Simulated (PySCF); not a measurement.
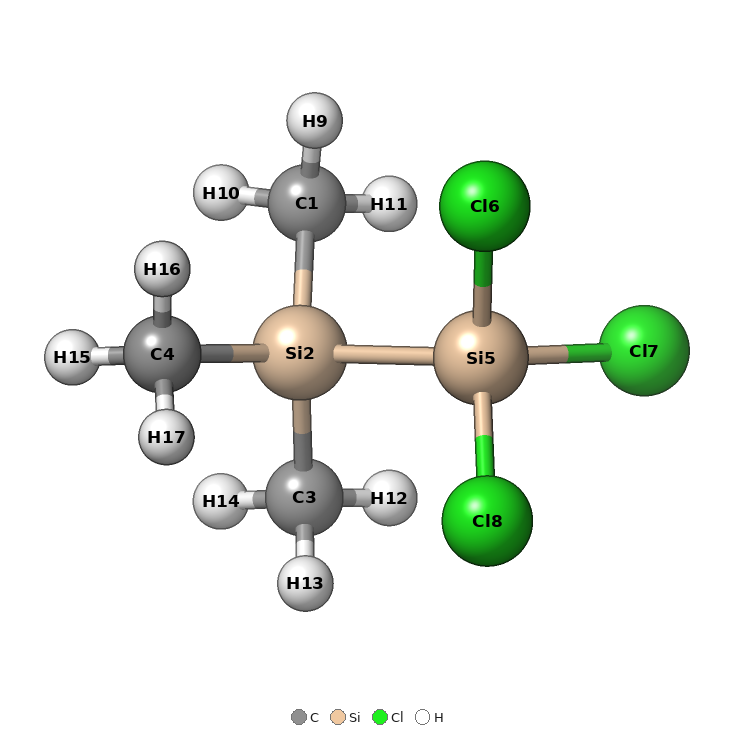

The computed structure is the end point of a PBE0-D3(BJ)/def2-SVP optimisation. No frequency run is at hand to confirm it as a minimum. Level of theory: delta-SCF UKS SCAN, pcX-2 on the ionised atom, pcseg-1 elsewhere, spin-free X2C (PySCF 2.14.0).

Give the core-electron binding energies (to vacuum; p and d levels without spin–orbit splitting) of C1 1s, Si2 1s, Si2 2p, Si5 1s, Si5 2p, Cl6 1s, Cl6 2p.

```
atom  level  binding energy (eV)
  C1     1s                290.4
 Si2     1s               1846.2
 Si2     2p                106.6
 Si5     1s               1848.7
 Si5     2p                108.8
 Cl6     1s               2828.6
 Cl6     2p                206.5
```
